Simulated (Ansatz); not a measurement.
F₃GeHO···HBr

The calculation's input:

```
crystal:
  periodic: [false, false, false]
  atoms:
    - { symbol: Ge, position_ang: [0.0, 0.0, 0.0] }
    - { symbol: O, position_ang: [0.0, 0.0, 2.12] }
    - { symbol: H, position_ang: [-0.9095, -0.2814, 2.4571] }
    - { symbol: F, position_ang: [1.5842, 0.0, -0.5594] }
    - { symbol: F, position_ang: [-0.7913, 1.3709, -0.5594] }
    - { symbol: F, position_ang: [-0.7913, -1.3709, -0.5594] }
    - { symbol: Br, position_ang: [1.4092, -2.1399, 0.8514] }
    - { symbol: H, position_ang: [0.687, -1.0433, 2.0012] }
basis:
  gaussian: { orbitals: def2-SVP }
hamiltonian:
  xc: { name: BHLYP }
  dispersion: d4
relax:
  f_tol: 0.15
  max_steps: 25
  restrain:
    - { distance: [0, 6], at: 3.6, k: 30.0 }
    - { distance: [7, 1], at: 2.21, k: 30.0 }
    - { distance: [0, 1], at: 1.77, k: 30.0 }
    - { distance: [7, 6], at: 1.55, k: 30.0 }
output:
  orbitals: {}
```

Launched as:

```sh
ansatz run input.yaml --threads 4 --pin off --max-ram 5120MiB --backend cpu --events-out ev --progress --plain --runs-dir out
```

The fields are those of the run's last geometry, not of the input's.

Not at a stationary point (largest force 1.7 eV/Å).

These are results of Ansatz 0.2.0, RKS BHLYP-D4/def2-SVP, not measurements.

Q: What can the converged electron density and electron localisation function tell about the bonding?

A: Ge–F (1.70 Å): ρ at the midpoint is about 1 e/Å³; the ELF peaks at about 0.80 in the valence shell of F, 0.5 Å from its nucleus, and is about 0.20 at the midpoint.
Ge–O (1.75 Å): ρ at the midpoint is about 1 e/Å³; the ELF peaks at about 0.85 in the valence shell of O, 0.7 Å from its nucleus, and is about 0.35 at the midpoint.

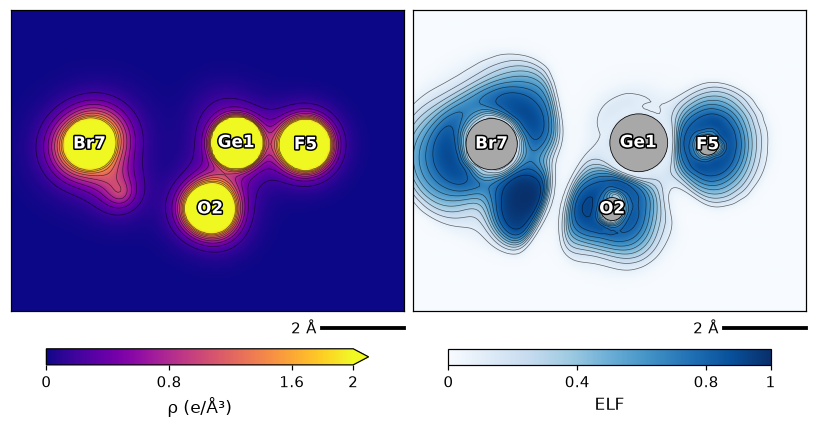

Computed electron density and electron localisation function on the plane of atoms O2, Ge1 and F5, in this order. Grey discs cover the atomic cores in the ELF map. 
